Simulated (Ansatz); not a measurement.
**Molecular dynamics, with input and output: CH$_{7}$NSi (part 1 of 3)**

CH$_{7}$NSi, computed with RKS CAM-B3LYP-D4/cc-pVDZ (Ansatz 0.2.0).

One setting was made poor on purpose. It belongs to a series of runs on one base structure; here: dynamics from the start. Figures and captions count atoms from 1; the log counts them from 0 in places.

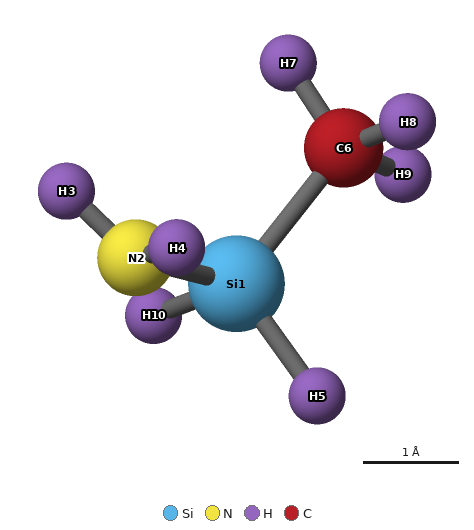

*The input geometry (ball-and-stick view, seen at a tilt; atoms are numbered from 1 in the order of the input).*

Bond lengths as drawn: C–H 1.10 Å, C–Si 1.88 Å, H–N 1.02 Å, H–Si 1.50 Å and N–Si 1.75 Å.

## Input
```yaml
crystal:
  periodic: [false, false, false]
  atoms:
    - { symbol: Si, position_ang: [0.05581, 0.021642, 0.05048] }
    - { symbol: "N", position_ang: [0.014936, -0.234601, 1.779184] }
    - { symbol: H, position_ang: [-0.885887, -0.445749, 2.200929] }
    - { symbol: H, position_ang: [0.505174, 0.438221, 2.363035] }
    - { symbol: H, position_ang: [1.497177, 0.135915, -0.331093] }
    - { symbol: C, position_ang: [-0.859023, 1.538085, -0.59414] }
    - { symbol: H, position_ang: [-1.931277, 1.493269, -0.345753] }
    - { symbol: H, position_ang: [-0.447641, 2.465166, -0.164437] }
    - { symbol: H, position_ang: [-0.768789, 1.604664, -1.690686] }
    - { symbol: H, position_ang: [-0.53838, -1.196713, -0.581119] }
basis:
  gaussian: { orbitals: cc-pVDZ }
hamiltonian:
  xc: cam_b3lyp
  dispersion: d4
md:
  timestep: 0.5
  n_steps: 500
  ensemble: nvt_nose_hoover
  temperature: 300.0
  initial_velocities: maxwell_boltzmann
  seed: 784677
  nose_hoover: { tau: 1.0, chain_length: 1 }
```

Hardware: 2 threads of Arm Neoverse V1, 24 GiB of memory available, shared host.

Command:
```bash
ansatz run input.yaml --threads 2 --pin off --max-ram 3072MiB --backend cpu --events-out ev --progress --plain --runs-dir out
```

## Log
```
Engine: ansatz 0.2.0, aarch64-unknown-linux-gnu
Functional definition: CAM-B3LYP
  parameter alpha = 0.19
  parameter beta = 0.46
  parameter omega = 0.33/bohr
  parameter ac = 0.81
  exchange = (1 - alpha - beta)*b88_x + beta*b88_x_sr(omega) + alpha*exact_x + beta*exact_x_lr(omega)
  correlation = (1 - ac)*vwn5_c + ac*lyp_c
878 factors; integrals over basis functions are off by at most 3.9e-4 eV
314 factors; integrals over basis functions are off by at most 8.0e-7 eV
mean field evaluation 1: about -10511.8929 eV, gradient 5.5e1 eV
mean field evaluation 2: about -10511.4958 eV, gradient 5.5e1 eV
mean field evaluation 4: about -10518.0619 eV, gradient 1.8e0 eV
mean field evaluation 8: about -10518.0846 eV, gradient 3.6e-2 eV
mean field -10518.08461842 eV, -386.5324803133 hartree, gradient 9.7e-6 eV, S^2 0.000000; 0 other end points of the search recorded, 0 dependent functions left out
the calculation of the forces begins
reference -10518.08473959 eV, -386.5324847659 hartree; 17, 17 occupied and 64, 64 virtual orbitals, 878 factors
md step     0: t =     0.00 fs  T =   300.0 K  F+E_penalty+E_count = -10518.21303694 eV  E_kin = 0.310224 eV  conserved = -10517.90281294 eV  (24 SCF iters)
these checks for a lower state are left out or cut short: starts, cluster_reference, orbital_swaps, neighbouring_geometries, increment
878 factors; integrals over basis functions are off by at most 3.8e-4 eV
314 factors; integrals over basis functions are off by at most 8.1e-7 eV
mean field evaluation 16: about -10518.0547 eV, gradient 9.6e-1 eV
mean field -10518.07295324 eV, -386.5320516257 hartree, gradient 6.3e-5 eV, S^2 0.000000; 0 other end points of the search recorded, 0 dependent functions left out
the calculation of the forces begins
reference -10518.07307459 eV, -386.5320560851 hartree; 17, 17 occupied and 64, 64 virtual orbitals, 878 factors
md step     1: t =     0.50 fs  T =   289.6 K  F+E_penalty+E_count = -10518.20134326 eV  E_kin = 0.299427 eV  conserved = -10517.90260157 eV  (25 SCF iters)
[... from here on the SCF iterations and repeated set-up lines of each step are left out, up to the last step ...]
md step     2: t =     1.00 fs  T =   265.5 K  F+E_penalty+E_count = -10518.16939847 eV  E_kin = 0.274500 eV  conserved = -10517.90202864 eV  (25 SCF iters)
md step     3: t =     1.50 fs  T =   243.4 K  F+E_penalty+E_count = -10518.12488853 eV  E_kin = 0.251671 eV  conserved = -10517.90124778 eV  (25 SCF iters)
md step     4: t =     2.00 fs  T =   238.8 K  F+E_penalty+E_count = -10518.07686579 eV  E_kin = 0.246970 eV  conserved = -10517.90046631 eV  (25 SCF iters)
md step     5: t =     2.50 fs  T =   264.9 K  F+E_penalty+E_count = -10518.03357357 eV  E_kin = 0.273929 eV  conserved = -10517.89990461 eV  (25 SCF iters)
md step     6: t =     3.00 fs  T =   328.6 K  F+E_penalty+E_count = -10518.00127412 eV  E_kin = 0.339850 eV  conserved = -10517.89974336 eV  (26 SCF iters)
md step     7: t =     3.50 fs  T =   409.3 K  F+E_penalty+E_count = -10517.98239367 eV  E_kin = 0.423204 eV  conserved = -10517.90001828 eV  (26 SCF iters)
md step     8: t =     4.00 fs  T =   439.7 K  F+E_penalty+E_count = -10517.97321815 eV  E_kin = 0.454721 eV  conserved = -10517.90052823 eV  (26 SCF iters, 3 dispersion substeps)
md step     9: t =     4.50 fs  T =   380.8 K  F+E_penalty+E_count = -10517.96615430 eV  E_kin = 0.393823 eV  conserved = -10517.90097579 eV  (26 SCF iters, 3 dispersion substeps)
md step    10: t =     5.00 fs  T =   286.6 K  F+E_penalty+E_count = -10517.95666083 eV  E_kin = 0.296328 eV  conserved = -10517.90122324 eV  (26 SCF iters, 3 dispersion substeps)
md step    11: t =     5.50 fs  T =   215.8 K  F+E_penalty+E_count = -10517.94489314 eV  E_kin = 0.223164 eV  conserved = -10517.90128865 eV  (25 SCF iters, 3 dispersion substeps)
md step    12: t =     6.00 fs  T =   183.2 K  F+E_penalty+E_count = -10517.93239031 eV  E_kin = 0.189461 eV  conserved = -10517.90122398 eV  (25 SCF iters, 3 dispersion substeps)
md step    13: t =     6.50 fs  T =   187.6 K  F+E_penalty+E_count = -10517.92023959 eV  E_kin = 0.193970 eV  conserved = -10517.90106549 eV  (25 SCF iters, 3 dispersion substeps)
md step    14: t =     7.00 fs  T =   233.1 K  F+E_penalty+E_count = -10517.90901189 eV  E_kin = 0.241042 eV  conserved = -10517.90083420 eV  (26 SCF iters, 3 dispersion substeps)
md step    15: t =     7.50 fs  T =   327.2 K  F+E_penalty+E_count = -10517.89901549 eV  E_kin = 0.338362 eV  conserved = -10517.90055999 eV  (25 SCF iters, 3 dispersion substeps)
md step    16: t =     8.00 fs  T =   443.0 K  F+E_penalty+E_count = -10517.89038253 eV  E_kin = 0.458126 eV  conserved = -10517.90032774 eV  (25 SCF iters, 3 dispersion substeps)
md step    17: t =     8.50 fs  T =   481.0 K  F+E_penalty+E_count = -10517.88324024 eV  E_kin = 0.497365 eV  conserved = -10517.90029183 eV  (26 SCF iters, 3 dispersion substeps)
md step    18: t =     9.00 fs  T =   394.6 K  F+E_penalty+E_count = -10517.87818746 eV  E_kin = 0.408058 eV  conserved = -10517.90052477 eV  (25 SCF iters, 3 dispersion substeps)
md step    19: t =     9.50 fs  T =   278.5 K  F+E_penalty+E_count = -10517.87587136 eV  E_kin = 0.288001 eV  conserved = -10517.90090905 eV  (25 SCF iters, 3 dispersion substeps)
md step    20: t =    10.00 fs  T =   203.7 K  F+E_penalty+E_count = -10517.87585919 eV  E_kin = 0.210644 eV  conserved = -10517.90129049 eV  (25 SCF iters, 3 dispersion substeps)
md step    21: t =    10.50 fs  T =   174.5 K  F+E_penalty+E_count = -10517.87663376 eV  E_kin = 0.180483 eV  conserved = -10517.90157143 eV  (25 SCF iters, 3 dispersion substeps)
md step    22: t =    11.00 fs  T =   182.2 K  F+E_penalty+E_count = -10517.87604224 eV  E_kin = 0.188426 eV  conserved = -10517.90169043 eV  (26 SCF iters, 3 dispersion substeps)
md step    23: t =    11.50 fs  T =   226.1 K  F+E_penalty+E_count = -10517.87122544 eV  E_kin = 0.233778 eV  conserved = -10517.90158768 eV  (26 SCF iters, 3 dispersion substeps)
md step    24: t =    12.00 fs  T =   308.5 K  F+E_penalty+E_count = -10517.85840176 eV  E_kin = 0.318993 eV  conserved = -10517.90119118 eV  (25 SCF iters, 3 dispersion substeps)
md step    25: t =    12.50 fs  T =   407.0 K  F+E_penalty+E_count = -10517.83428408 eV  E_kin = 0.420836 eV  conserved = -10517.90045737 eV  (24 SCF iters, 3 dispersion substeps)
md step    26: t =    13.00 fs  T =   449.8 K  F+E_penalty+E_count = -10517.80159915 eV  E_kin = 0.465124 eV  conserved = -10517.89951157 eV  (25 SCF iters, 3 dispersion substeps)
md step    27: t =    13.50 fs  T =   396.2 K  F+E_penalty+E_count = -10517.77353935 eV  E_kin = 0.409746 eV  conserved = -10517.89874016 eV  (25 SCF iters, 3 dispersion substeps)
md step    28: t =    14.00 fs  T =   309.6 K  F+E_penalty+E_count = -10517.76464546 eV  E_kin = 0.320193 eV  conserved = -10517.89850647 eV  (24 SCF iters, 3 dispersion substeps)
md step    29: t =    14.50 fs  T =   254.3 K  F+E_penalty+E_count = -10517.77898422 eV  E_kin = 0.262964 eV  conserved = -10517.89883199 eV  (25 SCF iters, 3 dispersion substeps)
md step    30: t =    15.00 fs  T =   241.6 K  F+E_penalty+E_count = -10517.81151854 eV  E_kin = 0.249848 eV  conserved = -10517.89949487 eV  (25 SCF iters, 3 dispersion substeps)
md step    31: t =    15.50 fs  T =   260.8 K  F+E_penalty+E_count = -10517.85381246 eV  E_kin = 0.269732 eV  conserved = -10517.90024265 eV  (25 SCF iters, 3 dispersion substeps)
md step    32: t =    16.00 fs  T =   295.6 K  F+E_penalty+E_count = -10517.89656041 eV  E_kin = 0.305665 eV  conserved = -10517.90089318 eV  (25 SCF iters, 3 dispersion substeps)
md step    33: t =    16.50 fs  T =   323.8 K  F+E_penalty+E_count = -10517.93050070 eV  E_kin = 0.334804 eV  conserved = -10517.90136244 eV  (25 SCF iters, 3 dispersion substeps)
md step    34: t =    17.00 fs  T =   325.0 K  F+E_penalty+E_count = -10517.94825123 eV  E_kin = 0.336088 eV  conserved = -10517.90163717 eV  (24 SCF iters, 3 dispersion substeps)
md step    35: t =    17.50 fs  T =   297.4 K  F+E_penalty+E_count = -10517.94687087 eV  E_kin = 0.307556 eV  conserved = -10517.90169786 eV  (24 SCF iters, 3 dispersion substeps)
md step    36: t =    18.00 fs  T =   258.5 K  F+E_penalty+E_count = -10517.92865288 eV  E_kin = 0.267306 eV  conserved = -10517.90148398 eV  (25 SCF iters, 3 dispersion substeps)
md step    37: t =    18.50 fs  T =   228.5 K  F+E_penalty+E_count = -10517.89954308 eV  E_kin = 0.236244 eV  conserved = -10517.90094507 eV  (25 SCF iters, 3 dispersion substeps)
md step    38: t =    19.00 fs  T =   222.1 K  F+E_penalty+E_count = -10517.86757535 eV  E_kin = 0.229668 eV  conserved = -10517.90011517 eV  (26 SCF iters, 3 dispersion substeps)
md step    39: t =    19.50 fs  T =   253.8 K  F+E_penalty+E_count = -10517.84291897 eV  E_kin = 0.262427 eV  conserved = -10517.89917826 eV  (25 SCF iters, 3 dispersion substeps)
md step    40: t =    20.00 fs  T =   337.8 K  F+E_penalty+E_count = -10517.83830576 eV  E_kin = 0.349339 eV  conserved = -10517.89852610 eV  (25 SCF iters, 3 dispersion substeps)
md step    41: t =    20.50 fs  T =   453.1 K  F+E_penalty+E_count = -10517.86512470 eV  E_kin = 0.468591 eV  conserved = -10517.89867660 eV  (25 SCF iters, 3 dispersion substeps)
md step    42: t =    21.00 fs  T =   495.3 K  F+E_penalty+E_count = -10517.92040859 eV  E_kin = 0.512217 eV  conserved = -10517.89975526 eV  (25 SCF iters, 3 dispersion substeps)
md step    43: t =    21.50 fs  T =   405.4 K  F+E_penalty+E_count = -10517.98102450 eV  E_kin = 0.419200 eV  conserved = -10517.90109684 eV  (25 SCF iters, 3 dispersion substeps)
md step    44: t =    22.00 fs  T =   280.2 K  F+E_penalty+E_count = -10518.02645494 eV  E_kin = 0.289748 eV  conserved = -10517.90205340 eV  (25 SCF iters, 3 dispersion substeps)
md step    45: t =    22.50 fs  T =   195.9 K  F+E_penalty+E_count = -10518.05352872 eV  E_kin = 0.202590 eV  conserved = -10517.90254088 eV  (26 SCF iters, 3 dispersion substeps)
md step    46: t =    23.00 fs  T =   156.3 K  F+E_penalty+E_count = -10518.06697687 eV  E_kin = 0.161601 eV  conserved = -10517.90270103 eV  (25 SCF iters, 3 dispersion substeps)
md step    47: t =    23.50 fs  T =   150.4 K  F+E_penalty+E_count = -10518.07116752 eV  E_kin = 0.155503 eV  conserved = -10517.90265660 eV  (25 SCF iters, 3 dispersion substeps)
md step    48: t =    24.00 fs  T =   176.9 K  F+E_penalty+E_count = -10518.06823005 eV  E_kin = 0.182956 eV  conserved = -10517.90247468 eV  (25 SCF iters, 3 dispersion substeps)
md step    49: t =    24.50 fs  T =   246.7 K  F+E_penalty+E_count = -10518.05804861 eV  E_kin = 0.255057 eV  conserved = -10517.90218285 eV  (25 SCF iters, 3 dispersion substeps)
md step    50: t =    25.00 fs  T =   367.5 K  F+E_penalty+E_count = -10518.03841069 eV  E_kin = 0.380031 eV  conserved = -10517.90178991 eV  (25 SCF iters, 3 dispersion substeps)
md step    51: t =    25.50 fs  T =   485.4 K  F+E_penalty+E_count = -10518.00677879 eV  E_kin = 0.501977 eV  conserved = -10517.90131682 eV  (26 SCF iters, 3 dispersion substeps)
md step    52: t =    26.00 fs  T =   476.2 K  F+E_penalty+E_count = -10517.96646131 eV  E_kin = 0.492404 eV  conserved = -10517.90083460 eV  (25 SCF iters, 3 dispersion substeps)
md step    53: t =    26.50 fs  T =   351.7 K  F+E_penalty+E_count = -10517.92966459 eV  E_kin = 0.363723 eV  conserved = -10517.90045440 eV  (26 SCF iters, 3 dispersion substeps)
md step    54: t =    27.00 fs  T =   240.0 K  F+E_penalty+E_count = -10517.90728359 eV  E_kin = 0.248175 eV  conserved = -10517.90027092 eV  (25 SCF iters, 3 dispersion substeps)
md step    55: t =    27.50 fs  T =   188.5 K  F+E_penalty+E_count = -10517.90226481 eV  E_kin = 0.194963 eV  conserved = -10517.90032040 eV  (26 SCF iters, 3 dispersion substeps)
md step    56: t =    28.00 fs  T =   191.2 K  F+E_penalty+E_count = -10517.91298815 eV  E_kin = 0.197685 eV  conserved = -10517.90060108 eV  (26 SCF iters, 3 dispersion substeps)
md step    57: t =    28.50 fs  T =   242.0 K  F+E_penalty+E_count = -10517.93585962 eV  E_kin = 0.250249 eV  conserved = -10517.90109942 eV  (26 SCF iters, 3 dispersion substeps)
md step    58: t =    29.00 fs  T =   332.4 K  F+E_penalty+E_count = -10517.96373029 eV  E_kin = 0.343709 eV  conserved = -10517.90176843 eV  (25 SCF iters, 3 dispersion substeps)
md step    59: t =    29.50 fs  T =   414.0 K  F+E_penalty+E_count = -10517.98288309 eV  E_kin = 0.428115 eV  conserved = -10517.90243060 eV  (25 SCF iters, 3 dispersion substeps)
md step    60: t =    30.00 fs  T =   407.6 K  F+E_penalty+E_count = -10517.97770630 eV  E_kin = 0.421470 eV  conserved = -10517.90267874 eV  (26 SCF iters, 3 dispersion substeps)
md step    61: t =    30.50 fs  T =   317.8 K  F+E_penalty+E_count = -10517.94687437 eV  E_kin = 0.328635 eV  conserved = -10517.90216812 eV  (25 SCF iters, 3 dispersion substeps)
md step    62: t =    31.00 fs  T =   226.7 K  F+E_penalty+E_count = -10517.90709205 eV  E_kin = 0.234444 eV  conserved = -10517.90114989 eV  (25 SCF iters, 3 dispersion substeps)
md step    63: t =    31.50 fs  T =   181.8 K  F+E_penalty+E_count = -10517.87763374 eV  E_kin = 0.187952 eV  conserved = -10517.90028157 eV  (25 SCF iters, 3 dispersion substeps)
md step    64: t =    32.00 fs  T =   194.4 K  F+E_penalty+E_count = -10517.87020898 eV  E_kin = 0.201050 eV  conserved = -10517.90011691 eV  (25 SCF iters, 3 dispersion substeps)
md step    65: t =    32.50 fs  T =   272.9 K  F+E_penalty+E_count = -10517.88687362 eV  E_kin = 0.282160 eV  conserved = -10517.90083165 eV  (25 SCF iters, 3 dispersion substeps)
md step    66: t =    33.00 fs  T =   403.0 K  F+E_penalty+E_count = -10517.91636302 eV  E_kin = 0.416730 eV  conserved = -10517.90200893 eV  (25 SCF iters, 3 dispersion substeps)
md step    67: t =    33.50 fs  T =   481.6 K  F+E_penalty+E_count = -10517.93283220 eV  E_kin = 0.497965 eV  conserved = -10517.90269834 eV  (26 SCF iters, 3 dispersion substeps)
md step    68: t =    34.00 fs  T =   408.1 K  F+E_penalty+E_count = -10517.91706915 eV  E_kin = 0.421999 eV  conserved = -10517.90239695 eV  (25 SCF iters, 3 dispersion substeps)
md step    69: t =    34.50 fs  T =   271.3 K  F+E_penalty+E_count = -10517.87959789 eV  E_kin = 0.280586 eV  conserved = -10517.90158352 eV  (25 SCF iters, 3 dispersion substeps)
md step    70: t =    35.00 fs  T =   177.1 K  F+E_penalty+E_count = -10517.84180280 eV  E_kin = 0.183162 eV  conserved = -10517.90083067 eV  (26 SCF iters, 3 dispersion substeps)
md step    71: t =    35.50 fs  T =   141.4 K  F+E_penalty+E_count = -10517.81580441 eV  E_kin = 0.146265 eV  conserved = -10517.90038058 eV  (25 SCF iters, 3 dispersion substeps)
md step    72: t =    36.00 fs  T =   160.5 K  F+E_penalty+E_count = -10517.80585004 eV  E_kin = 0.165940 eV  conserved = -10517.90028053 eV  (25 SCF iters, 3 dispersion substeps)
md step    73: t =    36.50 fs  T =   250.9 K  F+E_penalty+E_count = -10517.81294468 eV  E_kin = 0.259476 eV  conserved = -10517.90048805 eV  (26 SCF iters, 3 dispersion substeps)
md step    74: t =    37.00 fs  T =   431.9 K  F+E_penalty+E_count = -10517.83455324 eV  E_kin = 0.446597 eV  conserved = -10517.90085187 eV  (27 SCF iters, 3 dispersion substeps)
md step    75: t =    37.50 fs  T =   588.8 K  F+E_penalty+E_count = -10517.86027381 eV  E_kin = 0.608825 eV  conserved = -10517.90108708 eV  (26 SCF iters, 3 dispersion substeps)
md step    76: t =    38.00 fs  T =   505.6 K  F+E_penalty+E_count = -10517.87692505 eV  E_kin = 0.522875 eV  conserved = -10517.90104972 eV  (26 SCF iters, 3 dispersion substeps)
md step    77: t =    38.50 fs  T =   311.0 K  F+E_penalty+E_count = -10517.88581300 eV  E_kin = 0.321645 eV  conserved = -10517.90094787 eV  (26 SCF iters, 3 dispersion substeps)
md step    78: t =    39.00 fs  T =   189.4 K  F+E_penalty+E_count = -10517.89623828 eV  E_kin = 0.195892 eV  conserved = -10517.90097509 eV  (25 SCF iters, 3 dispersion substeps)
md step    79: t =    39.50 fs  T =   145.0 K  F+E_penalty+E_count = -10517.91269473 eV  E_kin = 0.149915 eV  conserved = -10517.90117559 eV  (24 SCF iters, 3 dispersion substeps)
md step    80: t =    40.00 fs  T =   150.5 K  F+E_penalty+E_count = -10517.93545752 eV  E_kin = 0.155598 eV  conserved = -10517.90153410 eV  (25 SCF iters, 3 dispersion substeps)
md step    81: t =    40.50 fs  T =   199.1 K  F+E_penalty+E_count = -10517.96227821 eV  E_kin = 0.205877 eV  conserved = -10517.90200990 eV  (25 SCF iters, 3 dispersion substeps)
md step    82: t =    41.00 fs  T =   293.7 K  F+E_penalty+E_count = -10517.98692795 eV  E_kin = 0.303741 eV  conserved = -10517.90249705 eV  (25 SCF iters, 3 dispersion substeps)
md step    83: t =    41.50 fs  T =   406.9 K  F+E_penalty+E_count = -10517.99658879 eV  E_kin = 0.420758 eV  conserved = -10517.90273387 eV  (25 SCF iters, 3 dispersion substeps)
md step    84: t =    42.00 fs  T =   445.9 K  F+E_penalty+E_count = -10517.97689031 eV  E_kin = 0.461113 eV  conserved = -10517.90231856 eV  (26 SCF iters, 3 dispersion substeps)
md step    85: t =    42.50 fs  T =   367.1 K  F+E_penalty+E_count = -10517.93086365 eV  E_kin = 0.379633 eV  conserved = -10517.90118090 eV  (26 SCF iters, 3 dispersion substeps)
md step    86: t =    43.00 fs  T =   260.4 K  F+E_penalty+E_count = -10517.88276326 eV  E_kin = 0.269288 eV  conserved = -10517.89994533 eV  (25 SCF iters, 3 dispersion substeps)
md step    87: t =    43.50 fs  T =   201.6 K  F+E_penalty+E_count = -10517.85486177 eV  E_kin = 0.208466 eV  conserved = -10517.89929715 eV  (25 SCF iters, 3 dispersion substeps)
md step    88: t =    44.00 fs  T =   205.1 K  F+E_penalty+E_count = -10517.85565186 eV  E_kin = 0.212104 eV  conserved = -10517.89946010 eV  (25 SCF iters, 3 dispersion substeps)
md step    89: t =    44.50 fs  T =   269.3 K  F+E_penalty+E_count = -10517.88281795 eV  E_kin = 0.278490 eV  conserved = -10517.90024841 eV  (25 SCF iters, 3 dispersion substeps)
md step    90: t =    45.00 fs  T =   375.2 K  F+E_penalty+E_count = -10517.92500889 eV  E_kin = 0.387962 eV  conserved = -10517.90120267 eV  (25 SCF iters, 3 dispersion substeps)
md step    91: t =    45.50 fs  T =   445.8 K  F+E_penalty+E_count = -10517.96276624 eV  E_kin = 0.461009 eV  conserved = -10517.90180885 eV  (26 SCF iters, 3 dispersion substeps)
md step    92: t =    46.00 fs  T =   403.3 K  F+E_penalty+E_count = -10517.97981254 eV  E_kin = 0.417005 eV  conserved = -10517.90190064 eV  (26 SCF iters, 3 dispersion substeps)
md step    93: t =    46.50 fs  T =   296.8 K  F+E_penalty+E_count = -10517.97708661 eV  E_kin = 0.306867 eV  conserved = -10517.90169110 eV  (25 SCF iters, 3 dispersion substeps)
md step    94: t =    47.00 fs  T =   211.4 K  F+E_penalty+E_count = -10517.96606599 eV  E_kin = 0.218649 eV  conserved = -10517.90140705 eV  (25 SCF iters, 3 dispersion substeps)
md step    95: t =    47.50 fs  T =   171.8 K  F+E_penalty+E_count = -10517.95587853 eV  E_kin = 0.177687 eV  conserved = -10517.90116162 eV  (25 SCF iters, 3 dispersion substeps)
md step    96: t =    48.00 fs  T =   176.1 K  F+E_penalty+E_count = -10517.95098939 eV  E_kin = 0.182091 eV  conserved = -10517.90099960 eV  (25 SCF iters, 3 dispersion substeps)
```
